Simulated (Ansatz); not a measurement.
BFH₂

Input

```
crystal:
  periodic: [false, false, false]
  atoms:
    - { symbol: B, position_ang: [-0.235639, 0.0, -0.829389] }
    - { symbol: F, position_ang: [1.129277, 0.0, 1.28932] }
    - { symbol: H, position_ang: [1.70332, 0.0, 0.55232] }
    - { symbol: H, position_ang: [-1.360658, 0.0, -0.29855] }
basis:
  gaussian: { orbitals: def2-TZVP }
hamiltonian:
  xc: pbe
relax:
  f_tol: 0.03
  max_steps: 50
output:
  orbitals: {}
```

Command:

```sh
ansatz run input.yaml --threads 1 --pin off --max-ram 2048MiB --backend cpu --events-out ev --progress --plain --runs-dir out
```

The fields are those of the run's last geometry, not of the input's.

Theory: RKS PBE/def2-TZVP in Ansatz 0.2.0.

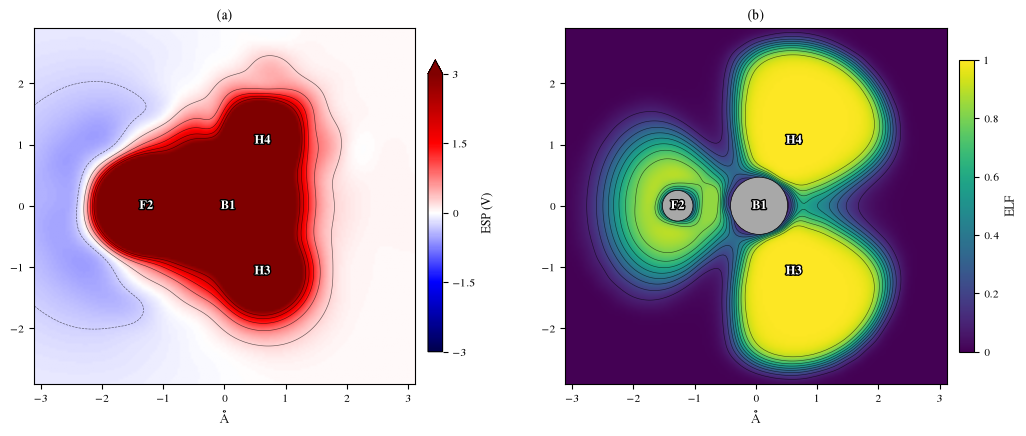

Figure 1. (a) electrostatic potential; (b) ELF on the molecular plane. Grey discs cover the atomic cores in the ELF map.

What does the map show?

The section cuts through B, F and H sites.
B–F (1.33 Å): the ELF peaks at about 0.85 between the atoms; a shared but strongly polarised pair.
B–H (1.20 Å): the ELF climbs to about 1 towards the hydrogen, as it does in any bond to H: a covalent bond by its length.
The ELF also peaks beside F2, away from the bonds: lone-pair regions.
Outside the dense part of the molecule the potential is most negative (−0.6 V) near F2.

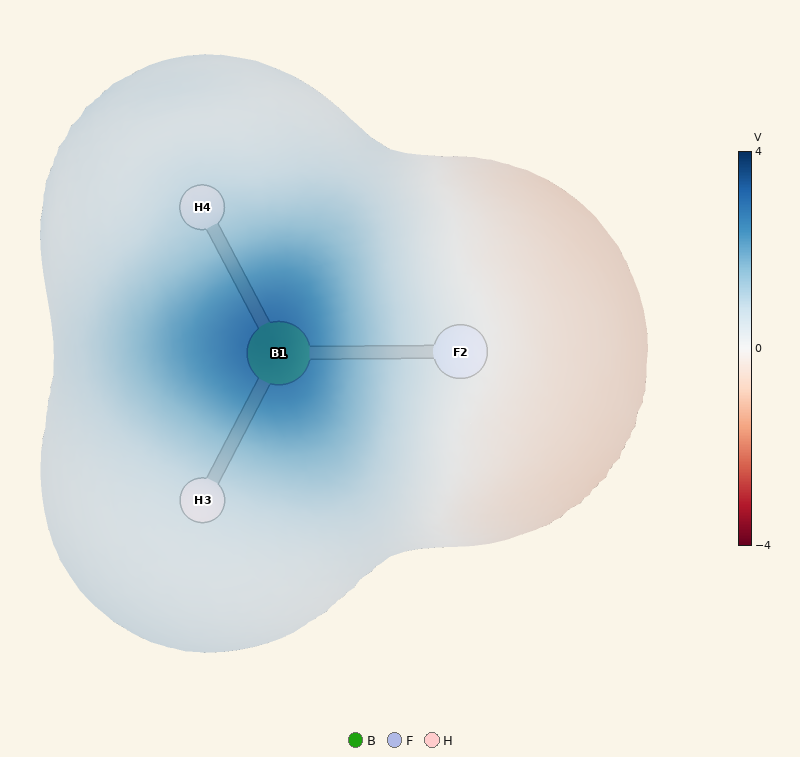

Figure 2. The electrostatic potential painted on the density surface at 0.004 e/bohr³, seen across its widest extent; the colour scale runs from red (negative) to blue (positive).

Which sites attract a positive test charge, and which a negative one?

A positive charge is drawn to the negative regions and a negative charge to the positive ones. The most negative region (about −0.6 V) lies over F2, the most positive (about +3.0 V) over B1.

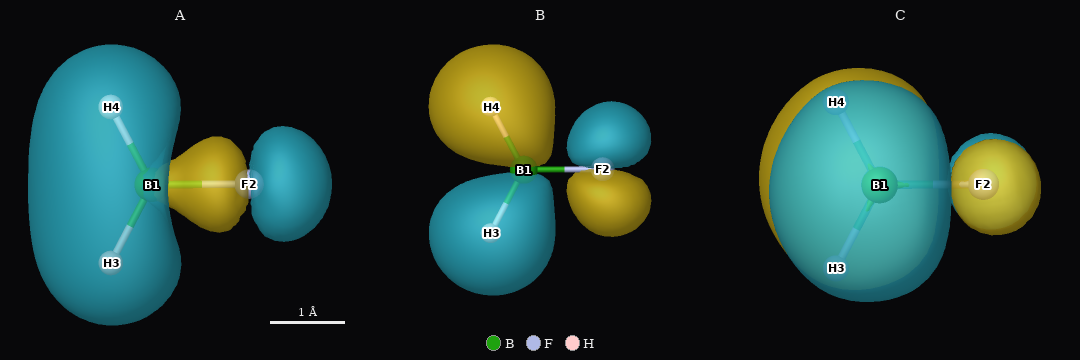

Figure 3. Three frontier orbitals at ±0.1 Å⁻³ᐟ² (yellow and cyan are the two phases), in no order.

Order the three orbitals by energy and name them.

A is the HOMO−1 (−10.91 eV). By Hirshfeld shares it lies mainly on B1 (about 40 %), F2 (about 20 %), H3 (about 20 %) and H4 (about 20 %); it is symmetric in the molecular plane (an in-plane orbital: σ, lone-pair or in-plane π type). B is the HOMO (−7.77 eV). Its weight (Hirshfeld) is mainly on B1 (about 30 %), F2 (about 25 %), H3 (about 20 %) and H4 (about 20 %); it is symmetric in the molecular plane (an in-plane orbital: σ, lone-pair or in-plane π type). C is the LUMO (−2.27 eV). Its weight (Hirshfeld) is mainly on B1 (about 70 %), F2 (about 15 %), H3 (about 10 %) and H4 (about 10 %); it changes sign across the molecular plane (π type).

What is the HOMO–LUMO gap?

5.50 eV between the orbital energies.
